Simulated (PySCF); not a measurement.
## Electronic structure of CH9NSn2 ((H3Sn)2NMe) in real space

```xyz
13

Sn   -0.1235   -0.7742    1.8031
H    -0.8691   -2.3207    1.8270
H    -1.0510    0.3219    2.7553
H     1.4973   -0.8238    2.3513
N    -0.0565   -0.2006   -0.1562
C    -1.3058   -0.2275   -0.8939
Sn    1.4391    0.9630   -0.9199
H     1.0167    2.6332   -0.8830
H     1.6516    0.4675   -2.5507
H     2.8266    0.6677    0.0378
H    -1.1284   -0.2988   -1.9836
H    -1.9571    0.6570   -0.7339
H    -1.9091   -1.1167   -0.6309
```

Geometry: PBE0-D3(BJ)/def2-SVP; core potentials replace the inner electrons of Sn.

Theory: CAM-B3LYP/def2-SVPD, SCF density, gas phase, scalar-relativistic core potentials on the heavy atoms (PySCF 2.14.0).

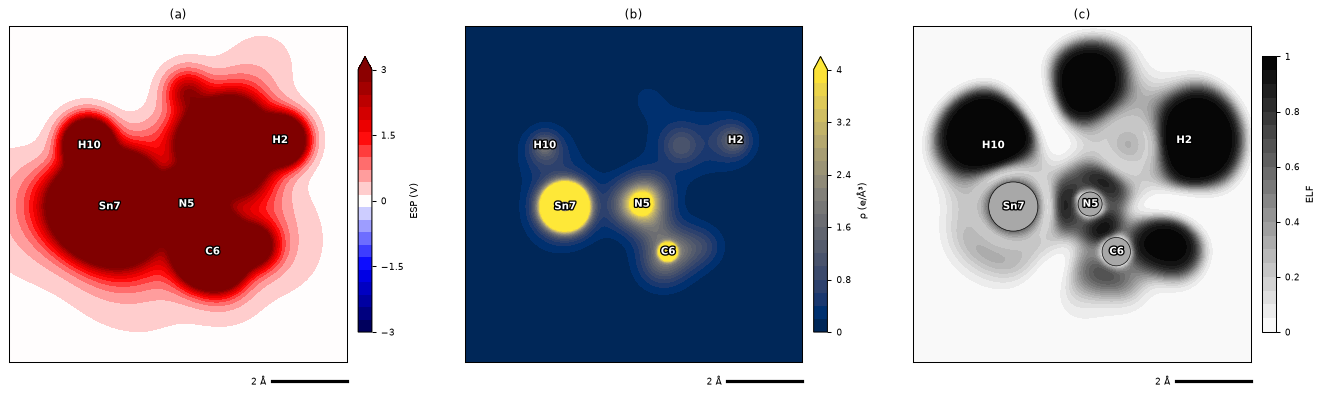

Figure 1. (a) molecular electrostatic potential; (b) electron density; (c) electron localisation function on the plane of atoms N5, Sn7 and H10. Grey discs cover the atomic cores in the ELF map.

Question: Interpret the plot.

Answer: The plane passes through H, N, C and Sn nuclei.
C–N (1.45 Å): ρ at the midpoint is about 1.9 e/Å³; the ELF peaks at about 0.95 between the atoms (a shared electron pair).
Sn–N (2.04 Å): ρ is about 0.72 e/Å³ halfway; the ELF peaks at about 0.85 in the valence shell of N, 0.7 Å from its nucleus, and drops to about 0.15 between the two atoms.
Sn–H (1.71 Å): ρ is about 1.1 e/Å³ halfway; the ELF climbs to about 1 towards the hydrogen.
The potential has no marked negative region in this plane.

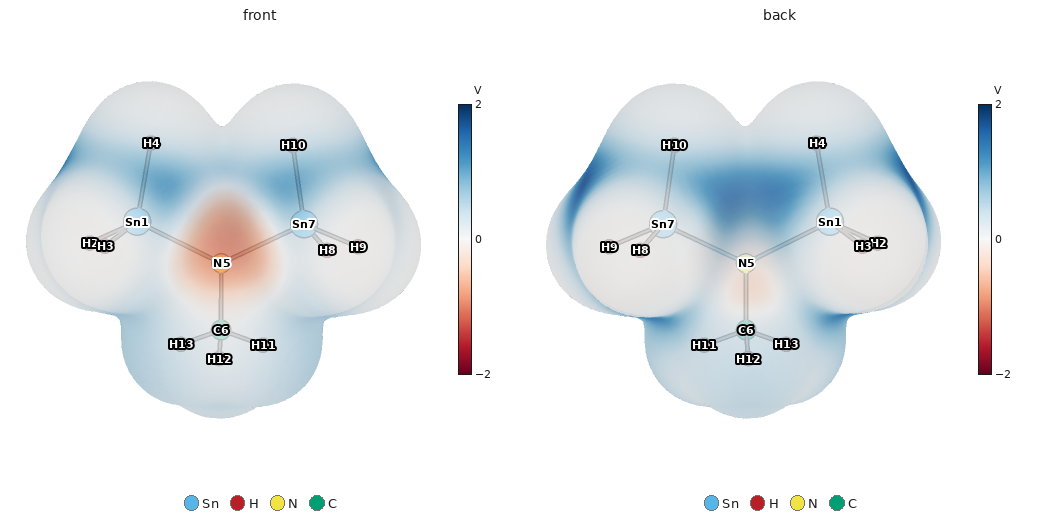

Figure 2. The molecular electrostatic potential painted on the density surface at 0.002 e/bohr³, seen from the front and from behind; the colour scale runs from red (negative) to blue (positive).

Question: Describe the electrostatic potential map.

Answer: The most negative region (about −0.9 V) lies over N5, the most positive (about +1.6 V) over Sn1 and Sn7.

Question: How polar is the molecule by this calculation?

Answer: Its dipole moment is 0.17 D.
